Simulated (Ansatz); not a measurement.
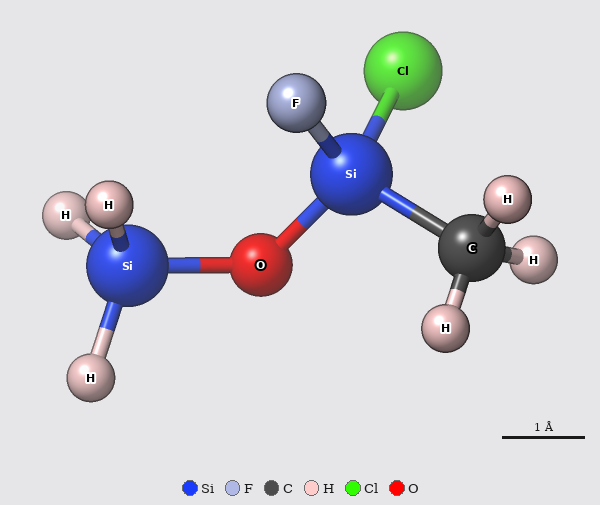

Fig. 1: The structure as given in the input (ball-and-stick view, seen at a tilt).

**Geometry relaxation, with input and output: CH₆ClFOSi₂**

- system: CH₆ClFOSi₂
- method: RKS PBE-D4/STO-3G (Ansatz 0.2.0)

It belongs to a series of runs on one base structure; here: start relaxed.

## Output
```
The last accepted step is kept in [file] (removed where the run ends without a failure and the disk answers)
Engine: ansatz 0.2.0, aarch64-unknown-linux-gnu
Functional definition: PBE
  parameter kappa = 0.804
  parameter beta = 0.06672455060314922
  exchange = pbe_x(kappa = kappa, mu = beta*pi^2/3)
  correlation = pbe_c(beta = beta)
651 factors; integrals over basis functions are off by at most 8.2e-6 eV
mean field evaluation 1: about -33755.0757 eV, gradient 3.7e1 eV
mean field evaluation 2: about -33750.3607 eV, gradient 5.8e1 eV
mean field evaluation 4: about -33759.7295 eV, gradient 3.9e0 eV
mean field evaluation 8: about -33759.7057 eV, gradient 6.2e-2 eV
mean field -33759.70572167 eV, -1240.6463021209 hartree, gradient 1.5e-5 eV, S^2 0.000000; 0 other end points of the search recorded, 0 dependent functions left out
the calculation of the forces begins
reference -33759.70574768 eV, -1240.6463030766 hartree; 37, 37 occupied and 11, 11 virtual orbitals, 651 factors
relax step   1: F+E_penalty+E_count = -33760.02435407 eV  Δ(F+E_penalty+E_count) = +0.000e0 eV  max|allowed force component| = 2.018e0 eV/Å  Δτ_max = 0.0000 Å  (24 SCF iters, accepted)
these checks for a lower state are left out or cut short: starts, cluster_reference, orbital_swaps, neighbouring_geometries, increment
651 factors; integrals over basis functions are off by at most 9.8e-6 eV
mean field evaluation 16: about -33759.8223 eV, gradient 3.0e0 eV
mean field -33759.81406662 eV, -1240.6502837245 hartree, gradient 1.2e-5 eV, S^2 0.000000; 0 other end points of the search recorded, 0 dependent functions left out
[... from here on the field's lines of each further geometry are left out, up to the last ...]
relax step   2: F+E_penalty+E_count = -33760.13099235 eV  Δ(F+E_penalty+E_count) = -1.066e-1 eV  max|allowed force component| = 1.016e0 eV/Å  Δτ_max = 0.1069 Å  (26 SCF iters, accepted)
relax step   3: F+E_penalty+E_count = -33760.17277925 eV  Δ(F+E_penalty+E_count) = -4.179e-2 eV  max|allowed force component| = 1.720e-1 eV/Å  Δτ_max = 0.0858 Å  (25 SCF iters, accepted)
relax step   4: F+E_penalty+E_count = -33760.20766771 eV  Δ(F+E_penalty+E_count) = -3.489e-2 eV  max|allowed force component| = 2.360e-1 eV/Å  Δτ_max = 0.2000 Å  (31 SCF iters, accepted)
relax step   5: F+E_penalty+E_count = -33760.23294821 eV  Δ(F+E_penalty+E_count) = -2.528e-2 eV  max|allowed force component| = 1.316e-1 eV/Å  Δτ_max = 0.1386 Å  (24 SCF iters, accepted)
relax step   6: F+E_penalty+E_count = -33760.25609591 eV  Δ(F+E_penalty+E_count) = -2.315e-2 eV  max|allowed force component| = 2.393e-1 eV/Å  Δτ_max = 0.1949 Å  (25 SCF iters, accepted)
relax step   7: F+E_penalty+E_count = -33760.26557601 eV  Δ(F+E_penalty+E_count) = -9.480e-3 eV  max|allowed force component| = 1.712e-1 eV/Å  Δτ_max = 0.0891 Å  (25 SCF iters, accepted)
relax step   8: F+E_penalty+E_count = -33760.26497015 eV  Δ(F+E_penalty+E_count) = +6.059e-4 eV  max|allowed force component| = 3.561e-1 eV/Å  Δτ_max = 0.0745 Å  (26 SCF iters, rejected (line search))
relax step   9: F+E_penalty+E_count = -33760.27163607 eV  Δ(F+E_penalty+E_count) = -6.060e-3 eV  max|allowed force component| = 4.229e-2 eV/Å  Δτ_max = 0.0362 Å  (25 SCF iters, accepted)
relax step  10: F+E_penalty+E_count = -33760.27270227 eV  Δ(F+E_penalty+E_count) = -1.066e-3 eV  max|allowed force component| = 2.721e-2 eV/Å  Δτ_max = 0.0302 Å  (25 SCF iters, accepted)
relax step  11: F+E_penalty+E_count = -33760.27341647 eV  Δ(F+E_penalty+E_count) = -7.142e-4 eV  max|allowed force component| = 4.082e-2 eV/Å  Δτ_max = 0.0526 Å  (26 SCF iters, accepted)
relax step  12: F+E_penalty+E_count = -33760.27380061 eV  Δ(F+E_penalty+E_count) = -3.841e-4 eV  max|allowed force component| = 2.755e-2 eV/Å  Δτ_max = 0.0248 Å  (26 SCF iters, accepted)
relax step  13: F+E_penalty+E_count = -33760.27448953 eV  Δ(F+E_penalty+E_count) = -6.889e-4 eV  max|allowed force component| = 4.465e-2 eV/Å  Δτ_max = 0.0468 Å  (25 SCF iters, accepted)
relax step  14: F+E_penalty+E_count = -33760.27492879 eV  Δ(F+E_penalty+E_count) = -4.393e-4 eV  max|allowed force component| = 1.036e-1 eV/Å  Δτ_max = 0.0564 Å  (24 SCF iters, accepted)
relax step  15: F+E_penalty+E_count = -33760.27541592 eV  Δ(F+E_penalty+E_count) = -4.871e-4 eV  max|allowed force component| = 7.214e-2 eV/Å  Δτ_max = 0.0098 Å  (21 SCF iters, accepted)
relax step  16: F+E_penalty+E_count = -33760.27592148 eV  Δ(F+E_penalty+E_count) = -5.056e-4 eV  max|allowed force component| = 1.750e-2 eV/Å  Δτ_max = 0.0286 Å  (26 SCF iters, accepted)
relax step  17: F+E_penalty+E_count = -33760.27617739 eV  Δ(F+E_penalty+E_count) = -2.559e-4 eV  max|allowed force component| = 1.867e-2 eV/Å  Δτ_max = 0.0372 Å  (26 SCF iters, accepted)
relax step  18: F+E_penalty+E_count = -33760.27625570 eV  Δ(F+E_penalty+E_count) = -7.831e-5 eV  max|allowed force component| = 4.106e-2 eV/Å  Δτ_max = 0.0363 Å  (26 SCF iters, accepted)
relax step  19: F+E_penalty+E_count = -33760.27634713 eV  Δ(F+E_penalty+E_count) = -9.143e-5 eV  max|allowed force component| = 2.189e-2 eV/Å  Δτ_max = 0.0071 Å  (19 SCF iters, accepted)
the calculation of the forces begins
reference -33759.95371225 eV, -1240.6554156066 hartree; 37, 37 occupied and 11, 11 virtual orbitals, 652 factors
relax step  20: F+E_penalty+E_count = -33760.27640734 eV  Δ(F+E_penalty+E_count) = -6.021e-5 eV  max|allowed force component| = 7.862e-3 eV/Å  Δτ_max = 0.0082 Å  (20 SCF iters, accepted)
652 factors; integrals over basis functions are off by at most 1.7e-5 eV
mean field evaluation 160: about -33759.9537 eV, gradient 2.2e-4 eV
```

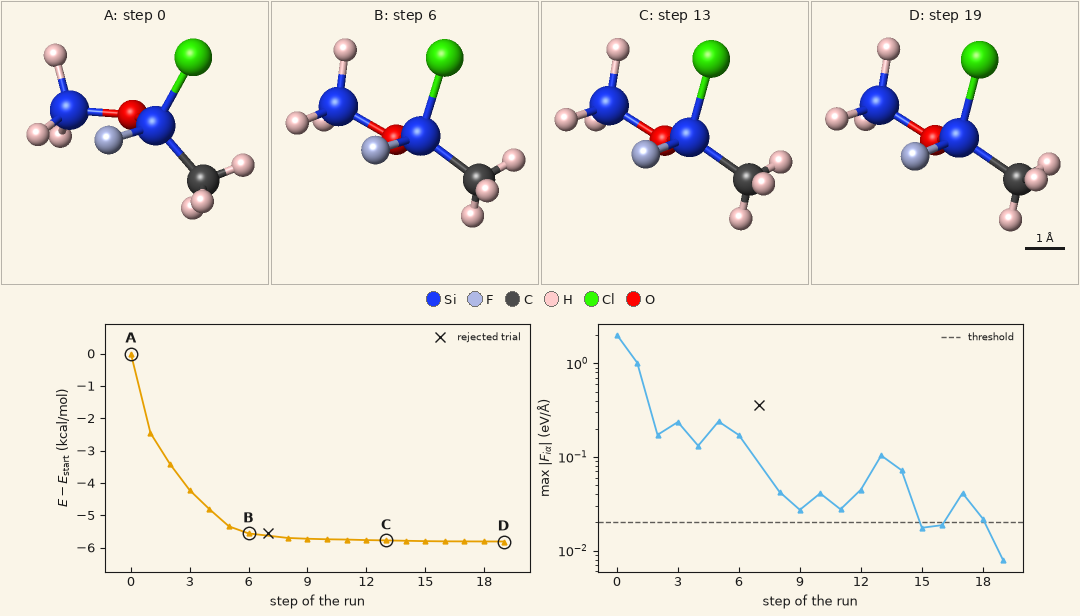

Fig. 2: Frames of the relaxation (ball-and-stick view, seen at a tilt) above the curves, on which the letters mark them (the first geometry is step 0 here and step 1 in the log).

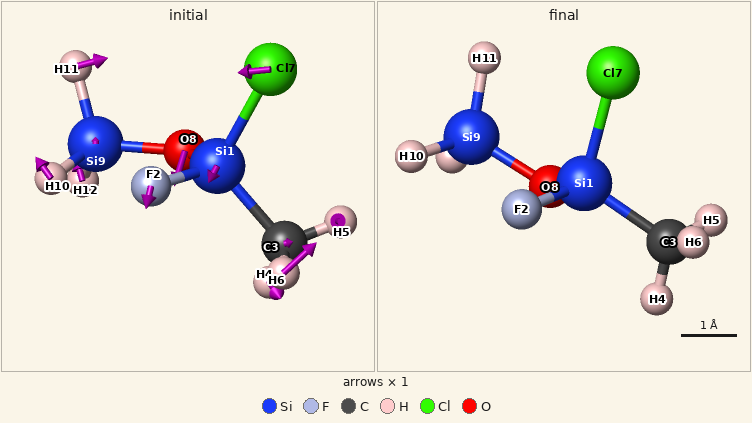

Fig. 3: Before (left) and after (right) the relaxation, at one scale (ball-and-stick view, seen at a tilt). The pink arrows give the displacements, at true length. After 19 geometry steps the energy has fallen by 5.81 kcal/mol. The largest force component goes from 2 to 0.0079 eV/Å. The line search rejected the trial step at point 7 (counted from 0) and went back. The largest move after the best rigid fit is that of H6, 0.84 Å. By element the largest moves are H 0.84 Å, O 0.68 Å, Cl 0.65 Å, F 0.44 Å, Si 0.36 Å, C 0.17 Å. Distances before and after: Si1–F2 1.590 → 1.642 Å, O8–Si9 1.680 → 1.728 Å, Si1–Cl7 2.128 → 2.149 Å, C3–H4 1.110 → 1.103 Å. Among the angles that change: Si1–O8–Si9 125.0° → 118.2°, O8–Si9–H12 109.5° → 105.0°, F2–Si1–Cl7 109.5° → 105.7°. (Atoms are counted from 1 in the order of the input.)

```
mean field -33759.95368628 eV, -1240.6554146523 hartree, gradient 1.5e-5 eV, S^2 0.000000; 1 other end points of the search recorded, 0 dependent functions left out
the calculation of the forces begins
reference -33759.95371225 eV, -1240.6554156066 hartree; 37, 37 occupied and 11, 11 virtual orbitals, 652 factors
Total energy: -33760.27643331 eV, -1240.6672753868 hartree
Atom 0 at     0.204536    -0.245900     0.176967 Å, force    -0.000499    -0.006457     0.003614 eV/Å
Atom 1 at     0.362006    -0.183621     1.809843 Å, force     0.001035    -0.000317    -0.004903 eV/Å
Atom 2 at     1.808830     0.135104    -0.719056 Å, force    -0.001813     0.000216    -0.000143 eV/Å
Atom 3 at     2.574064    -0.627680    -0.496890 Å, force     0.000313    -0.000919     0.000921 eV/Å
Atom 4 at     1.645345     0.151073    -1.809040 Å, force    -0.000373    -0.000640    -0.001362 eV/Å
Atom 5 at     2.203132     1.119797    -0.418919 Å, force    -0.000371     0.001345     0.000286 eV/Å
Atom 6 at    -1.241262     1.261949    -0.326246 Å, force     0.001534    -0.000456    -0.000734 eV/Å
Atom 7 at    -0.319667    -1.772688    -0.307513 Å, force    -0.004609     0.007862     0.005569 eV/Å
Atom 8 at    -1.791287    -2.381849     0.362400 Å, force     0.005744    -0.000474    -0.000920 eV/Å
Atom 9 at    -1.758523    -2.391576     1.824075 Å, force    -0.000694     0.000537    -0.000007 eV/Å
Atom 10 at    -2.947522    -1.605881    -0.077945 Å, force     0.000583    -0.001499    -0.000890 eV/Å
Atom 11 at    -1.891552    -3.747328    -0.130676 Å, force    -0.000850     0.000800    -0.001431 eV/Å
Dipole moment:     0.329762    -0.447551     0.122277 e Å
```

## Trajectory as extended XYZ (Å, eV, eV/Å), 9 of the 20 frames kept, from step=1 to step=20
```
12
Properties=species:S:1:pos:R:3:forces:R:3 step=1 energy=-33760.02435
Si    0.0000    0.0000    0.0000   -0.1400  -0.7554  -1.5142
F     0.0000    0.0000    1.5900   -0.1337   0.1776   2.0185
C     1.7634    0.0000   -0.6227    0.0785   0.1491  -0.3026
H     2.1111   -1.0463   -0.7509    0.0367   0.3326  -0.0115
H     1.8119    0.5276   -1.5981    0.2257  -0.1886   0.2718
H     2.4154    0.5187    0.1108   -0.0572  -0.1435  -0.3064
Cl   -1.0032    1.7381   -0.7093   -0.1152   0.1553  -0.0479
O    -0.7913   -1.3709   -0.5594    0.6568   0.5210  -0.8390
Si   -1.6730   -2.4329    0.3983   -0.4174  -0.1104   0.6556
H    -1.2634   -2.2870    1.7920   -0.1214  -0.1669   0.1361
H    -3.0964   -2.1323    0.2761   -0.0665  -0.0710   0.0419
H    -1.4264   -3.8036   -0.0398    0.0538   0.1004  -0.1023
12
Properties=species:S:1:pos:R:3:forces:R:3 step=3 energy=-33760.17278
Si    0.0461   -0.0734    0.0229    0.0225   0.1720   0.0142
F    -0.0134   -0.0067    1.6619    0.0401  -0.0264   0.0203
C     1.8001    0.0404   -0.6561    0.0057  -0.0309   0.0298
H     2.2484   -0.9612   -0.7759   -0.0557   0.0125   0.0160
H     1.8101    0.5407   -1.6372   -0.0315   0.0073  -0.0339
H     2.4435    0.6220    0.0252   -0.0195   0.0192   0.0133
Cl   -1.0280    1.6488   -0.6823   -0.0106  -0.0495   0.0201
O    -0.6915   -1.4639   -0.5499    0.1201  -0.1140  -0.0954
Si   -1.7232   -2.4255    0.4264   -0.1078  -0.0541   0.1032
H    -1.4017   -2.3618    1.8542    0.0110   0.0122  -0.0814
H    -3.1297   -2.0620    0.2514    0.0746   0.0449  -0.0266
H    -1.5126   -3.7858   -0.0536   -0.0489   0.0067   0.0206
12
Properties=species:S:1:pos:R:3:forces:R:3 step=6 energy=-33760.25610
Si    0.1515   -0.2102    0.0987   -0.1436  -0.0176  -0.1576
F     0.1700   -0.1315    1.7383    0.0243   0.0700  -0.0054
C     1.8209    0.1271   -0.6905    0.1589   0.1112   0.0175
H     2.4273   -0.7979   -0.7258   -0.0719   0.1223  -0.0198
H     1.6917    0.5046   -1.7222    0.0313  -0.0793   0.1315
H     2.3835    0.8894   -0.1164   -0.0947  -0.1263  -0.1060
Cl   -1.2380    1.2951   -0.5754    0.0870  -0.0689   0.1013
O    -0.3679   -1.7373   -0.4052   -0.2393  -0.1146   0.2296
Si   -1.7614   -2.3948    0.4102    0.0969   0.1220  -0.1747
H    -1.5963   -2.3767    1.8654   -0.0327   0.0228  -0.0689
H    -2.9942   -1.6789    0.0516    0.1964  -0.0884   0.0659
H    -1.8389   -3.7776   -0.0415   -0.0126   0.0467  -0.0133
12
Properties=species:S:1:pos:R:3:forces:R:3 step=8 energy=-33760.26497 accepted=F
Si    0.1816   -0.2226    0.1430   -0.0067  -0.3561  -0.1019
F     0.2673   -0.0770    1.7759    0.0284   0.0360  -0.0101
C     1.8120    0.1286   -0.7162   -0.0976   0.0279   0.1117
H     2.4685   -0.7558   -0.7011    0.0221  -0.0317   0.0372
H     1.6586    0.4281   -1.7644   -0.0518   0.0133  -0.0233
H     2.3164    0.9528   -0.1928    0.2042   0.1093  -0.0255
Cl   -1.2686    1.2072   -0.5072   -0.1050   0.1559  -0.0291
O    -0.3021   -1.7841   -0.2787    0.1026   0.1107  -0.0256
Si   -1.7688   -2.3882    0.3939    0.0811  -0.1390   0.0915
H    -1.7068   -2.4259    1.8512   -0.0192   0.0165   0.0788
H    -2.9246   -1.6055   -0.0081   -0.1479   0.1056  -0.0578
H    -1.8856   -3.7462   -0.1086   -0.0101  -0.0483  -0.0459
12
Properties=species:S:1:pos:R:3:forces:R:3 step=11 energy=-33760.27342
Si    0.1863   -0.2299    0.1539    0.0124   0.0072   0.0054
F     0.2953   -0.0779    1.7852   -0.0081  -0.0031  -0.0166
C     1.8104    0.1348   -0.7138    0.0234   0.0092  -0.0098
H     2.4795   -0.7416   -0.6683   -0.0033   0.0240  -0.0011
H     1.6376    0.3830   -1.7748    0.0034  -0.0137   0.0408
H     2.3243    0.9899   -0.2422   -0.0125  -0.0254  -0.0236
Cl   -1.2691    1.2199   -0.4744   -0.0073   0.0076   0.0079
O    -0.2948   -1.7894   -0.2641   -0.0070   0.0003  -0.0075
Si   -1.7738   -2.3949    0.3913    0.0030  -0.0035   0.0068
H    -1.7373   -2.4300    1.8529   -0.0039   0.0004  -0.0082
H    -2.9241   -1.6016   -0.0333   -0.0014   0.0004   0.0015
H    -1.8863   -3.7506   -0.1254    0.0013  -0.0033   0.0044
12
Properties=species:S:1:pos:R:3:forces:R:3 step=13 energy=-33760.27449
Si    0.1924   -0.2294    0.1638   -0.0119   0.0275   0.0145
F     0.3151   -0.0964    1.7955    0.0000  -0.0096  -0.0087
C     1.8111    0.1330   -0.7155    0.0344   0.0215  -0.0228
H     2.5071   -0.7189   -0.6197   -0.0279   0.0359  -0.0025
H     1.6328    0.3139   -1.7893    0.0151  -0.0127   0.0405
H     2.2994    1.0295   -0.2955   -0.0340  -0.0447  -0.0182
Cl   -1.2642    1.2372   -0.4286    0.0207  -0.0135   0.0043
O    -0.3016   -1.7798   -0.2700   -0.0115  -0.0181  -0.0059
Si   -1.7789   -2.3931    0.3822   -0.0105   0.0125   0.0006
H    -1.7507   -2.4270    1.8439    0.0053   0.0049  -0.0048
H    -2.9331   -1.6068   -0.0479    0.0183  -0.0109   0.0021
H    -1.8813   -3.7509   -0.1320    0.0022   0.0072   0.0009
12
Properties=species:S:1:pos:R:3:forces:R:3 step=15 energy=-33760.27542
Si    0.1960   -0.2349    0.1689   -0.0016   0.0147  -0.0019
F     0.3313   -0.1307    1.8017   -0.0011  -0.0034  -0.0099
C     1.8097    0.1333   -0.7166    0.0566   0.0263  -0.0283
H     2.5325   -0.6898   -0.5724   -0.0401   0.0518  -0.0079
H     1.6361    0.2541   -1.8004    0.0126  -0.0114   0.0721
H     2.2645    1.0659   -0.3378   -0.0336  -0.0665  -0.0291
Cl   -1.2527    1.2501   -0.3927    0.0069  -0.0041   0.0069
O    -0.3114   -1.7749   -0.2866    0.0015  -0.0105  -0.0054
Si   -1.7836   -2.3888    0.3751   -0.0040  -0.0035   0.0019
H    -1.7505   -2.4127    1.8367   -0.0015   0.0047  -0.0012
H    -2.9408   -1.6103   -0.0587    0.0036   0.0006   0.0027
H    -1.8831   -3.7500   -0.1301    0.0008   0.0012   0.0001
12
Properties=species:S:1:pos:R:3:forces:R:3 step=18 energy=-33760.27626
Si    0.2029   -0.2464    0.1738   -0.0042  -0.0004   0.0039
F     0.3569   -0.1835    1.8072   -0.0034   0.0023  -0.0100
C     1.8089    0.1358   -0.7181    0.0325   0.0065  -0.0148
H     2.5701   -0.6348   -0.5037   -0.0220   0.0305  -0.0123
H     1.6452    0.1652   -1.8088    0.0102  -0.0024   0.0391
H     2.2088    1.1159   -0.4061   -0.0149  -0.0411  -0.0151
Cl   -1.2394    1.2629   -0.3368    0.0021  -0.0091   0.0062
O    -0.3206   -1.7741   -0.3102   -0.0039   0.0158   0.0086
Si   -1.7904   -2.3827    0.3646    0.0001  -0.0021  -0.0071
H    -1.7538   -2.3905    1.8262   -0.0010   0.0000  -0.0003
H    -2.9481   -1.6077   -0.0741    0.0035  -0.0013   0.0016
H    -1.8923   -3.7487   -0.1270    0.0010   0.0012   0.0004
12
Properties=species:S:1:pos:R:3:forces:R:3 step=20 energy=-33760.27641
Si    0.2045   -0.2459    0.1770   -0.0005  -0.0065   0.0036
F     0.3620   -0.1836    1.8098    0.0010  -0.0003  -0.0049
C     1.8088    0.1351   -0.7191   -0.0018   0.0002  -0.0001
H     2.5741   -0.6277   -0.4969    0.0003  -0.0009   0.0009
H     1.6453    0.1511   -1.8090   -0.0004  -0.0006  -0.0014
H     2.2031    1.1198   -0.4189   -0.0004   0.0013   0.0003
Cl   -1.2413    1.2619   -0.3262    0.0015  -0.0005  -0.0007
O    -0.3197   -1.7727   -0.3075   -0.0046   0.0079   0.0056
Si   -1.7913   -2.3818    0.3624    0.0057  -0.0005  -0.0009
H    -1.7585   -2.3916    1.8241   -0.0007   0.0005   0.0000
H    -2.9475   -1.6059   -0.0779    0.0006  -0.0015  -0.0009
H    -1.8916   -3.7473   -0.1307   -0.0008   0.0008  -0.0014
```

The run was set up as follows.

## The input
```yaml
crystal:
  periodic: [false, false, false]
  atoms:
    - { symbol: Si, position_ang: [0.0, 0.0, 0.0] }
    - { symbol: F, position_ang: [0.0, 0.0, 1.59] }
    - { symbol: C, position_ang: [1.7634, 0.0, -0.6227] }
    - { symbol: H, position_ang: [2.1111, -1.0463, -0.7509] }
    - { symbol: H, position_ang: [1.8119, 0.5276, -1.5981] }
    - { symbol: H, position_ang: [2.4154, 0.5187, 0.1108] }
    - { symbol: Cl, position_ang: [-1.0032, 1.7381, -0.7093] }
    - { symbol: O, position_ang: [-0.7913, -1.3709, -0.5594] }
    - { symbol: Si, position_ang: [-1.673, -2.4329, 0.3983] }
    - { symbol: H, position_ang: [-1.2634, -2.287, 1.792] }
    - { symbol: H, position_ang: [-3.0964, -2.1323, 0.2761] }
    - { symbol: H, position_ang: [-1.4264, -3.8036, -0.0398] }
basis:
  gaussian: { orbitals: STO-3G }
hamiltonian:
  xc: pbe
  dispersion: d4
relax:
  f_tol: 0.02
  max_steps: 40
```

Launched with:
```bash
ansatz run input.yaml --threads 1 --pin off --max-ram 2048MiB --backend cpu --events-out ev --progress --plain --runs-dir out
```

## Summary

| quantity | value |
| --- | --- |
| outcome | converged |
| total energy | −33760.2764 eV |
| mean-field energy | −33759.9537 eV |
| largest force (length of the vector) at the end | 0.011 eV/Å |
| hardware | 1 thread of Arm Neoverse V1, 24 GiB of memory available, shared host |
| wall time | 81 s |
| peak memory | 0.18 GiB |
